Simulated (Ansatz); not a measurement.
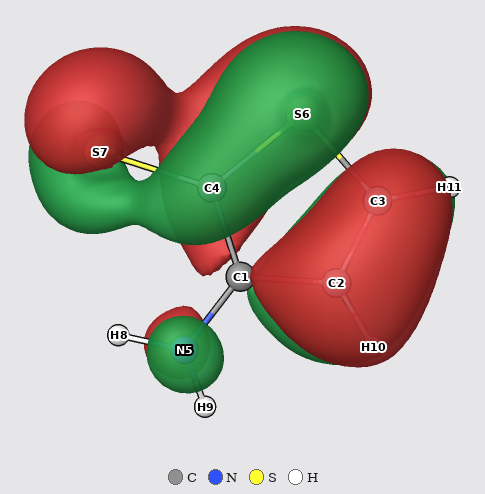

*C$_{4}$H$_{5}$NS$_{2}$ (SMILES Nc1ccsc1S). The HOMO−1 at ±0.06 Å⁻³ᐟ² (green and red are the two phases), seen across its widest extent.*

Geometry: PBE0-D3(BJ)/def2-SVP.

The calculation used isolated molecule in a Gaussian basis; Kohn-Sham density functional theory, functional PBE0 in Ansatz 0.2.0.

```csv
atom,x (Å),y (Å),z (Å)
C,-0.7363,0.5016,-0.2549
C,-2.1196,0.6322,-0.5990
C,-2.9451,0.5732,0.4909
C,-0.5648,0.3336,1.1121
N,0.2917,0.5855,-1.1620
S,-2.0844,0.3775,1.9561
S,0.9712,0.1883,1.9341
H,1.1940,0.2973,-0.7984
H,0.0960,0.2508,-2.0959
H,-2.4763,0.7745,-1.6204
H,-4.0321,0.6470,0.4977
H,1.0180,-1.1637,2.0509
```

> Describe this orbital and give its energy.

By Hirshfeld shares it lies mainly on C2 (about 25 %), S6 (about 25 %), C3 (about 15 %), C4 (about 10 %) and S7 (about 10 %). Its energy is −7.02 eV.
